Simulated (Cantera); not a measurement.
Feed: 1 mol C3H6, 0.077 mol NH3, 1.2 mol H2, equilibrated at 101000 Pa.

These are equilibrium values from Cantera (NASA tables, ideal gas, pure condensed phases), not measurements of a reactor. Candidate condensed phases: C, C6H6, C7H8, C8H18; 92 gas species. Rates play no part.

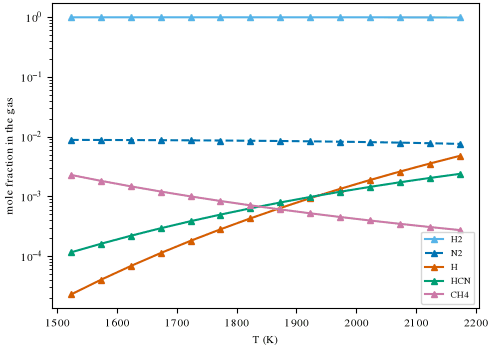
Figure. Equilibrium gas composition (values under 1e-9 drawn at 1e-9)

From 1523 K to 2173 K the condensed part is C(graphite). The main C-bearing gas is CH4 at 1523 K and C2H2 (acetylene) at 2173 K.
